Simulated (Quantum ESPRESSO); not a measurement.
# 1T-PtS2, 1 layer, stepped through biaxial strain, part 3 of 6

Aim: how the results for 1T-PtS2, 1 layer change with biaxial strain.

Quantum ESPRESSO 7.5; plane-wave DFT, PBE, GBRV ultrasoft pseudopotentials.

So far. Step 2 (Variable-cell relaxation of the reference):  The last row is no step: it is a fresh SCF in the final cell with a new plane-wave basis, -0 meV from the row before. Step 3 (Relaxing the ions, -4 %): The relaxation lowers the energy by 33 meV an atom.

### 5. Electrostatic potential, -4 %

plot_num = 11 writes the bare and Hartree potential, from which vacuum levels or, in a crystal, the mean potential are read.

Contents of m0.pot.in:

```
&inputpp
  prefix = 'm0.scf'
  outdir = './out'
  filplot = 'm0.pot.dat'
  plot_num = 11
/
```

Launch:

```bash
$ OMP_NUM_THREADS=1 mpirun -n 4 pp.x -in m0.pot.in > m0.pot.out
```

Output:

```text
[banner, memory and clock lines left out]
Program POST-PROC v.7.5 starts

          URL

     ./out/m0.scf.save/

     IMPORTANT: XC functional enforced from input :
     Exchange-correlation= PBE
                           (   1   4   3   4   0   0   0)
     Any further DFT definition will be discarded
     Please, verify this is what you really want

     negative rho (up, down):  1.722E-01 0.000E+00

     Calling punch_plot, plot_num =  11
     Writing data to file  m0.pot.dat
     Message from routine chdens:
     namelist plot not found or invalid, exiting
```

Wall time 1.3 s (4 MPI ranks of AMD EPYC 9R14 (Zen 4), shared host); peak memory 0.09 GiB; 4.2 s of CPU time.

Numbers from this step:

| Item | Value |
| --- | --- |
| slope of the potential above | 5.66e-5 eV/Å |
| upper vacuum line continued to the top atoms, over the valence top | 6.246 eV |
| slope of the potential below | -3.41e-5 eV/Å |
| lower vacuum line continued to the bottom atoms, over the valence top | 6.246 eV |
| vacuum level at the upper face over the valence top of the mesh | 6.246 eV |
| vacuum level at the lower face over the valence top of the mesh | 6.246 eV |

Electrostatic potential energy of an electron; zero at the highest filled level of the SCF mesh. The potential energy, planar mean by z:

| z (Å) | potential energy, planar mean (eV) |
| --- | --- |
| 0 | 6.25 |
| 2 | 6.25 |
| 4 | 6.24 |
| 6 | 5.15 |
| 8 | -10.3 |
| 10 | -9.28 |
| 12 | 6.19 |
| 14 | 6.25 |
| 16 | 6.25 |

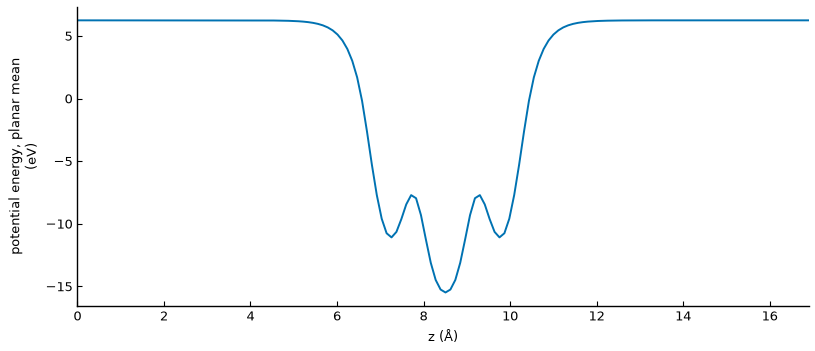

Potential energy, planar mean against z.

### 6. Bands along a path, -4 %

Bands along a path place the edges.

Contents of m0.bands.in:

```
&control
  prefix = 'm0.bands'
  outdir = './out'
  pseudo_dir = './pseudo'
  calculation = 'bands'
/
&system
  ibrav = 0
  nat = 3
  ntyp = 2
  ecutwfc = 40
  ecutrho = 200
  occupations = 'smearing'
  smearing = 'fd'
  degauss = 0.002
  nbnd = 20
/
&electrons
  conv_thr = 1e-07
  mixing_beta = 0.4
  electron_maxstep = 120
  mixing_mode = 'plain'
/
ATOMIC_SPECIES
  S   32.0600  s_pbe_v1.4.uspp.F.UPF
  Pt  195.0840  pt_pbe_v1.4.uspp.F.UPF
CELL_PARAMETERS angstrom
  3.42968649312000 0.00000000000000 0.00000000000000
  -1.71484324608000 2.97019562976000 0.00000000000000
  0.00000000000000 0.00000000000000 17.01408639300000
ATOMIC_POSITIONS crystal
  S   0.666666666700 0.333333333300 0.422897201400
  Pt  0.000000000000 0.000000000000 0.500000000000
  S   0.333333333300 0.666666666700 0.577102798600
K_POINTS crystal_b
4
  0.0000000000 0.0000000000 0.0000000000 12
  0.5000000000 0.0000000000 0.0000000000 12
  0.3333333333 0.3333333333 0.0000000000 12
  0.0000000000 0.0000000000 0.0000000000 1
```

Launch:

```bash
$ cp -r out/m0.scf.save out/m0.bands.save
$ cp out/m0.scf.xml out/m0.bands.xml
$ OMP_NUM_THREADS=1 mpirun -n 4 pw.x -nk 4 -in m0.bands.in > m0.bands.out
```

Output:

```text
[banner, memory and clock lines left out]
Program PWSCF v.7.5 starts

          URL

     Atomic positions and unit cell read from directory:
     ./out/m0.bands.save/

     Message from routine setup:
     using ibrav=0 with symmetry is DISCOURAGED, use correct ibrav instead

     G-vector sticks info

     bravais-lattice index     =            0
     lattice parameter (alat)  =       6.4812  a.u.
     unit-cell volume          =    1169.6198 (a.u.)^3
     number of atoms/cell      =            3
     number of atomic types    =            2
     number of electrons       =        28.00
     number of Kohn-Sham states=           20
     kinetic-energy cutoff     =      40.0000  Ry
     charge density cutoff     =     200.0000  Ry
     Exchange-correlation=  SLA  PW   PBX  PBC
                           (   1   4   3   4   0   0   0)

     celldm(1)=   6.481168  celldm(2)=   0.000000  celldm(3)=   0.000000
     celldm(4)=   0.000000  celldm(5)=   0.000000  celldm(6)=   0.000000

     crystal axes: (cart. coord. in units of alat)
               a(1) = (   1.000000   0.000000   0.000000 )
               a(2) = (  -0.500000   0.866025   0.000000 )
               a(3) = (   0.000000   0.000000   4.960828 )

     reciprocal axes: (cart. coord. in units 2 pi/alat)
               b(1) = (  1.000000  0.577350 -0.000000 )
               b(2) = (  0.000000  1.154701  0.000000 )
               b(3) = (  0.000000 -0.000000  0.201579 )

     PseudoPot. # 1 for S  read from file:
     ./pseudo/s_pbe_v1.4.uspp.F.UPF
     Pseudo is Ultrasoft + core correction, Zval =  6.0
     Generated by new atomic code, or converted to UPF format
     Using radial grid of  907 points,  6 beta functions with:
                l(1) =   0
                l(2) =   0
                l(3) =   1
                l(4) =   1
                l(5) =   2
                l(6) =   2
     Q(r) pseudized with  8 coefficients,  rinner =    1.300   1.300   1.300
                                                       1.300   1.300

     PseudoPot. # 2 for Pt read from file:
     ./pseudo/pt_pbe_v1.4.uspp.F.UPF
     Pseudo is Ultrasoft + core correction, Zval = 16.0
     Generated by new atomic code, or converted to UPF format
     Using radial grid of  985 points,  6 beta functions with:
                l(1) =   0
                l(2) =   0
                l(3) =   1
                l(4) =   1
                l(5) =   2
                l(6) =   2
     Q(r) pseudized with  8 coefficients,  rinner =    1.300   1.300   1.300
                                                       1.300   1.300

     atomic species   valence    mass     pseudopotential
     S                 6.00    32.06000     S ( 1.00)
     Pt               16.00   195.08400     Pt( 1.00)

     12 Sym. Ops., with inversion, found

   Cartesian axes

     site n.     atom                  positions (alat units)
         1        S      tau(   1) = (   0.5000000   0.2886751   2.0979205  )
         2        Pt     tau(   2) = (   0.0000000   0.0000000   2.4804142  )
         3        S      tau(   3) = (   0.0000000   0.5773503   2.8629080  )

     number of k points=    37  Fermi-Dirac smearing, width (Ry)=  0.0020
                       cart. coord. in units 2pi/alat
        k(    1) = (   0.0000000   0.0000000   0.0000000), wk =   0.0540541
        k(    2) = (   0.0416667   0.0240563   0.0000000), wk =   0.0540541
        k(    3) = (   0.0833333   0.0481125   0.0000000), wk =   0.0540541
        k(    4) = (   0.1250000   0.0721688   0.0000000), wk =   0.0540541
        k(    5) = (   0.1666667   0.0962250   0.0000000), wk =   0.0540541
        k(    6) = (   0.2083333   0.1202813   0.0000000), wk =   0.0540541
        k(    7) = (   0.2500000   0.1443376   0.0000000), wk =   0.0540541
        k(    8) = (   0.2916667   0.1683938   0.0000000), wk =   0.0540541
        k(    9) = (   0.3333333   0.1924501   0.0000000), wk =   0.0540541
        k(   10) = (   0.3750000   0.2165064   0.0000000), wk =   0.0540541
        k(   11) = (   0.4166667   0.2405626   0.0000000), wk =   0.0540541
        k(   12) = (   0.4583333   0.2646189   0.0000000), wk =   0.0540541
        k(   13) = (   0.5000000   0.2886751   0.0000000), wk =   0.0540541
        k(   14) = (   0.4861111   0.3127314   0.0000000), wk =   0.0540541
        k(   15) = (   0.4722222   0.3367877   0.0000000), wk =   0.0540541
        k(   16) = (   0.4583333   0.3608439   0.0000000), wk =   0.0540541
        k(   17) = (   0.4444444   0.3849002   0.0000000), wk =   0.0540541
        k(   18) = (   0.4305556   0.4089564   0.0000000), wk =   0.0540541
        k(   19) = (   0.4166667   0.4330127   0.0000000), wk =   0.0540541
        k(   20) = (   0.4027778   0.4570690   0.0000000), wk =   0.0540541
        k(   21) = (   0.3888889   0.4811252   0.0000000), wk =   0.0540541
        k(   22) = (   0.3750000   0.5051815   0.0000000), wk =   0.0540541
        k(   23) = (   0.3611111   0.5292377   0.0000000), wk =   0.0540541
        k(   24) = (   0.3472222   0.5532940   0.0000000), wk =   0.0540541
        k(   25) = (   0.3333333   0.5773503   0.0000000), wk =   0.0540541
        k(   26) = (   0.3055556   0.5292377   0.0000000), wk =   0.0540541
        k(   27) = (   0.2777778   0.4811252   0.0000000), wk =   0.0540541
        k(   28) = (   0.2500000   0.4330127   0.0000000), wk =   0.0540541
        k(   29) = (   0.2222222   0.3849002   0.0000000), wk =   0.0540541
        k(   30) = (   0.1944444   0.3367877   0.0000000), wk =   0.0540541
        k(   31) = (   0.1666667   0.2886751   0.0000000), wk =   0.0540541
        k(   32) = (   0.1388889   0.2405626   0.0000000), wk =   0.0540541
        k(   33) = (   0.1111111   0.1924501   0.0000000), wk =   0.0540541
        k(   34) = (   0.0833333   0.1443376   0.0000000), wk =   0.0540541
        k(   35) = (   0.0555556   0.0962250   0.0000000), wk =   0.0540541
        k(   36) = (   0.0277778   0.0481125   0.0000000), wk =   0.0540541
        k(   37) = (   0.0000000   0.0000000   0.0000000), wk =   0.0540541

     Dense  grid:    55987 G-vectors     FFT dimensions: (  30,  30, 150)

     Smooth grid:    39819 G-vectors     FFT dimensions: (  27,  27, 135)

     The potential is recalculated from file :
     ./out/m0.bands.save/charge-density

     negative rho (up, down):  1.722E-01 0.000E+00
     Starting wfcs are   20 randomized atomic wfcs

     Band Structure Calculation
     Davidson diagonalization with overlap

     ethr =  3.57E-10,  avg # of iterations = 51.0

     End of band structure calculation

          k = 0.0000 0.0000 0.0000 (  5033 PWs)   bands (ev):

   -54.0336 -54.0050 -54.0050 -15.3947 -13.3109  -6.8180  -6.6486  -6.6486
[...]
k = 0.2083 0.1203 0.0000 (  5015 PWs)   bands (ev):

   -54.0320 -54.0171 -54.0080 -14.8259 -13.3474  -6.7355  -6.3825  -6.2417
    -5.1053  -4.3591  -3.1780  -1.6981  -1.2354  -1.1774   0.7159   1.7207
     5.0406   5.3343   5.9450   6.0920

          k = 0.2500 0.1443 0.0000 (  5005 PWs)   bands (ev):

   -54.0314 -54.0213 -54.0091 -14.6040 -13.3584  -6.7354  -6.3161  -6.0396
    -5.4773  -4.3457  -3.3011  -1.8420  -1.3371  -1.3024   0.7161   1.6919
     5.2330   5.4418   5.8660   6.4162

          k = 0.2917 0.1684 0.0000 (  5009 PWs)   bands (ev):

   -54.0309 -54.0255 -54.0102 -14.3684 -13.3647  -6.7720  -6.2703  -6.0007
    -5.6120  -4.2691  -3.3750  -2.1602  -1.4973  -1.4559   0.8996   1.7058
     4.9495   5.7683   6.1227   6.6720

          k = 0.3333 0.1925 0.0000 (  4999 PWs)   bands (ev):

   -54.0305 -54.0293 -54.0112 -14.1387 -13.3596  -6.9451  -6.2479  -6.0917
    -5.4269  -4.1249  -3.4019  -2.5469  -1.7489  -1.6185   1.1756   1.7471
     4.6422   6.1213   6.3633   6.6026

          k = 0.3750 0.2165 0.0000 (  4970 PWs)   bands (ev):

   -54.0328 -54.0298 -54.0120 -13.9427 -13.3327  -7.2376  -6.2440  -6.0249
    -5.2359  -3.9196  -3.3722  -2.9126  -2.0400  -1.8405   1.4659   1.7983
     4.4243   5.9842   6.6975   6.8436

          k = 0.4167 0.2406 0.0000 (  4974 PWs)   bands (ev):

   -54.0354 -54.0295 -54.0127 -13.8088 -13.2781  -7.5208  -6.2496  -5.8627
    -5.1371  -3.6670  -3.2787  -3.1817  -2.3532  -2.1176   1.7118   1.8445
     4.3128   5.7106   7.0306   7.1968

          k = 0.4583 0.2646 0.0000 (  4980 PWs)   bands (ev):

   -54.0370 -54.0293 -54.0131 -13.7418 -13.2170  -7.7171  -6.2566  -5.6705
    -5.1645  -3.3889  -3.3759  -3.0517  -2.6671  -2.4283   1.8728   1.8760
     4.2837   5.5176   7.0731   7.6978

          k = 0.5000 0.2887 0.0000 (  4970 PWs)   bands (ev):

   -54.0375 -54.0292 -54.0133 -13.7229 -13.1901  -7.7869  -6.2595  -5.5562
    -5.2271  -3.4275  -3.1913  -2.8764  -2.8393  -2.6787   1.8871   1.9282
     4.2843   5.4477   7.0617   8.0157

          k = 0.4861 0.3127 0.0000 (  4968 PWs)   bands (ev):

   -54.0375 -54.0292 -54.0134 -13.7181 -13.1914  -7.7773  -6.2683  -5.5534
    -5.2151  -3.4842  -3.2187  -2.9585  -2.8039  -2.5661   1.8491   1.9214
     4.3110   5.4948   7.0863   8.0202

          k = 0.4722 0.3368 0.0000 (  4974 PWs)   bands (ev):

   -54.0372 -54.0292 -54.0139 -13.7037 -13.1953  -7.7486  -6.2929  -5.5454
    -5.1814  -3.6454  -3.2799  -3.0479  -2.7195  -2.3921   1.7439   1.9008
     4.3893   5.6266   7.1612   8.0314

          k = 0.4583 0.3608 0.0000 (  4970 PWs)   bands (ev):

   -54.0369 -54.0291 -54.0146 -13.6804 -13.2016  -7.7010  -6.3284  -5.5343
    -5.1312  -3.8737  -3.3493  -3.1081  -2.6132  -2.2256   1.5922   1.8662
     4.5130   5.8197   7.2889   8.0365

          k = 0.4444 0.3849 0.0000 (  4972 PWs)   bands (ev):

   -54.0363 -54.0291 -54.0156 -13.6489 -13.2104  -7.6351  -6.3696  -5.5244
    -5.0709  -4.1290  -3.4162  -3.1575  -2.4982  -2.0789   1.4183   1.8174
     4.6722   6.0474   7.4715   7.9914

          k = 0.4306 0.4090 0.0000 (  4970 PWs)   bands (ev):

   -54.0357 -54.0290 -54.0169 -13.6104 -13.2212  -7.5514  -6.4115  -5.5248
    -5.0066  -4.3823  -3.4769  -3.2065  -2.3819  -1.9555   1.2445   1.7541
     4.8533   6.2876   7.7073   7.8729

          k = 0.4167 0.4330 0.0000 (  4980 PWs)   bands (ev):

   -54.0349 -54.0289 -54.0183 -13.5666 -13.2338  -7.4510  -6.4505  -5.5529
    -4.9433  -4.6051  -3.5310  -3.2586  -2.2696  -1.8566   1.0891   1.6766
     5.0396   6.5275   7.7401   7.9861

          k = 0.4028 0.4571 0.0000 (  4992 PWs)   bands (ev):

   -54.0340 -54.0289 -54.0199 -13.5194 -13.2480  -7.3351  -6.4841  -5.6346
    -4.8847  -4.7643  -3.5792  -3.3142  -2.1656  -1.7821   0.9664   1.5858
     5.2127   6.7630   7.6315   8.2869

          k = 0.3889 0.4811 0.0000 (  4998 PWs)   bands (ev):

   -54.0330 -54.0288 -54.0216 -13.4711 -13.2633  -7.2051  -6.5105  -5.7835
    -4.8414  -4.8339  -3.6229  -3.3717  -2.0725  -1.7321   0.8869   1.4836
     5.3555   6.9943   7.5632   8.5487

          k = 0.3750 0.5052 0.0000 (  5002 PWs)   bands (ev):

   -54.0318 -54.0288 -54.0233 -13.4245 -13.2793  -7.0631  -6.5290  -5.9790
    -4.8535  -4.7935  -3.6629  -3.4280  -1.9907  -1.7069   0.8559   1.3727
     5.4571   7.2207   7.5394   8.6598

          k = 0.3611 0.5292 0.0000 (  4992 PWs)   bands (ev):

   -54.0306 -54.0287 -54.0249 -13.3828 -13.2956  -6.9117  -6.5394  -6.1896
    -4.8308  -4.7663  -3.6981  -3.4783  -1.9183  -1.7071   0.8733   1.2568
     5.5171   7.4345   7.5541   8.7566

          k = 0.3472 0.5533 0.0000 (  4964 PWs)   bands (ev):

   -54.0293 -54.0287 -54.0265 -13.3492 -13.3117  -6.7551  -6.5419  -6.3917
    -4.7962  -4.7560  -3.7244  -3.5154  -1.8513  -1.7334   0.9339   1.1405
     5.5439   7.5947   7.6057   8.5252

          k = 0.3333 0.5774 0.0000 (  4980 PWs)   bands (ev):

   -54.0287 -54.0280 -54.0280 -13.3272 -13.3272  -6.6307  -6.5375  -6.5375
    -4.7668  -4.7668  -3.7348  -3.5300  -1.7860  -1.7860   1.0285   1.0285
     5.5501   7.6482   7.6482   8.4233

          k = 0.3056 0.5292 0.0000 (  4988 PWs)   bands (ev):

   -54.0303 -54.0288 -54.0251 -13.3546 -13.3310  -6.8665  -6.5131  -6.2563
    -4.8564  -4.7704  -3.6813  -3.4564  -1.9647  -1.6506   0.8350   1.2747
     5.5439   7.2867   7.7592   8.6599

          k = 0.2778 0.4811 0.0000 (  4990 PWs)   bands (ev):

   -54.0315 -54.0289 -54.0222 -13.4135 -13.3750  -6.9968  -6.4815  -5.9634
    -5.0052  -4.8780  -3.5138  -3.2397  -2.2072  -1.5093   0.6985   1.5154
     5.5554   6.8415   7.8165   8.2126

          k = 0.2500 0.4330 0.0000 (  4981 PWs)   bands (ev):

   -54.0314 -54.0292 -54.0193 -13.5779 -13.3868  -6.9762  -6.4655  -5.7380
    -5.1420  -5.0463  -3.2468  -2.9981  -2.3889  -1.3773   0.6249   1.6582
     5.6076   6.5083   7.4195   8.0539

          k = 0.2222 0.3849 0.0000 (  4975 PWs)   bands (ev):

   -54.0300 -54.0297 -54.0166 -13.8100 -13.3895  -6.8314  -6.4872  -5.6341
    -5.2039  -5.1983  -3.0223  -2.9030  -2.2217  -1.2736   0.6165   1.6422
     5.7068   6.2979   6.8297   7.7802

          k = 0.1944 0.3368 0.0000 (  5009 PWs)   bands (ev):

   -54.0302 -54.0275 -54.0140 -14.0842 -13.3842  -6.6236  -6.5473  -5.7128
    -5.2360  -5.1664  -3.1702  -2.5081  -1.8600  -1.2136   0.6859   1.4744
     5.8345   6.1177   6.3085   7.2785

          k = 0.1667 0.2887 0.0000 (  5017 PWs)   bands (ev):

   -54.0309 -54.0238 -54.0117 -14.3730 -13.3730  -6.6203  -6.4499  -5.9019
    -5.1511  -5.0451  -3.2486  -2.1028  -1.5336  -1.2017   0.8521   1.2317
     5.6944   5.8696   6.1734   6.7991

          k = 0.1389 0.2406 0.0000 (  5021 PWs)   bands (ev):

   -54.0315 -54.0196 -54.0097 -14.6524 -13.3585  -6.6780  -6.3968  -6.1167
    -4.9426  -4.8697  -3.2267  -1.7738  -1.3130  -1.2122   1.0314   1.1137
     5.2982   5.5677   6.3608   6.4146

          k = 0.1111 0.1925 0.0000 (  5031 PWs)   bands (ev):

   -54.0322 -54.0152 -54.0080 -14.9032 -13.3434  -6.7059  -6.4508  -6.3232
    -4.6680  -4.6609  -3.1023  -1.6769  -1.1993  -1.1692   1.0041   1.4262
     4.9385   5.2693   5.9789   6.7031

          k = 0.0833 0.1443 0.0000 (  5023 PWs)   bands (ev):

   -54.0328 -54.0111 -54.0067 -15.1113 -13.3299  -6.7038  -6.5647  -6.4821
    -4.4658  -4.4080  -2.8784  -1.7916  -1.1614  -1.1257   1.2194   1.7236
     4.6350   5.0103   5.6425   6.2793

          k = 0.0556 0.0962 0.0000 (  5027 PWs)   bands (ev):

   -54.0332 -54.0078 -54.0057 -15.2666 -13.3195  -6.6960  -6.6824  -6.5757
    -4.2901  -4.2393  -2.5957  -1.9603  -1.1685  -1.1489   1.5993   1.9534
     4.3922   4.8082   5.3696   5.7772

          k = 0.0278 0.0481 0.0000 (  5047 PWs)   bands (ev):

   -54.0335 -54.0057 -54.0052 -15.3624 -13.3131  -6.7865  -6.6587  -6.6302
    -4.1685  -4.1514  -2.3490  -2.0945  -1.1950  -1.1916   1.9724   2.0911
     4.2262   4.6717   5.1886   5.3866

          k = 0.0000 0.0000 0.0000 (  5033 PWs)   bands (ev):

   -54.0336 -54.0050 -54.0050 -15.3947 -13.3109  -6.8180  -6.6486  -6.6486
    -4.1247  -4.1247  -2.2484  -2.1448  -1.2106  -1.2106   2.1357   2.1357
     4.1656   4.6187   5.1253   5.2308

     XML data file, pseudopotentials, collected wavefunctions

                                        0.00s GPU  (     460 calls)
```

Run time: 10 s. Hardware: 4 MPI ranks; peak memory 0.34 GiB; 39 s of CPU time.

Read from the output:

```
conduction bottom, on the run's zero : 0.6165 eV
gap by band count                    : 1.740 eV
```

Band numbers count within the set of bands kept for display. The electronic bands at the labelled points (eV, zero at the highest filled level of the SCF mesh; v1 is the highest filled band, c1 the lowest empty one):

| point | v4 | v3 | v2 | v1 | c1 | c2 | c3 | c4 |
| --- | --- | --- | --- | --- | --- | --- | --- | --- |
| Γ | -1.12 | -1.02 | -0.09 | -0.09 | 3.26 | 3.26 | 5.29 | 5.74 |
| M | -2.07 | -1.75 | -1.72 | -1.56 | 3.01 | 3.05 | 5.41 | 6.57 |
| K | -2.61 | -2.41 | -0.66 | -0.66 | 2.15 | 2.15 | 6.67 | 8.77 |
| Γ | -1.12 | -1.02 | -0.09 | -0.09 | 3.26 | 3.26 | 5.29 | 5.74 |

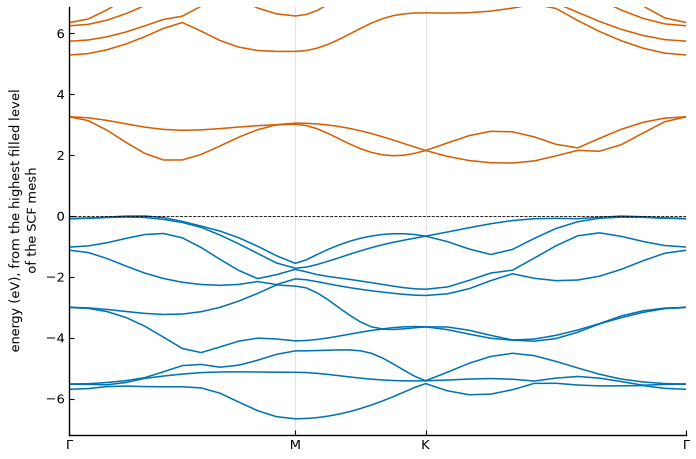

Electronic bands along the path; lines of filled and empty bands in two colours.

Along this path the valence top lies between Γ and M and the conduction bottom between K and Γ.

(Continued in part 4 of 6.)

[Logs are printed without paths, hosts, clocks, repeated set-up lines and the standing remarks that a program may print on its own settings, such as how far it seeks lower states.]

[Hosts, paths, dates, database ids (printed as entryN), source tags and the programs' standing remarks are cut or masked in the printed files.]

[Maps of the electrostatic potential energy from Ansatz leave out the sawtooth potential of an applied field or a dipole correction, so their vacuum need not be flat; planar profiles and work functions include it.]
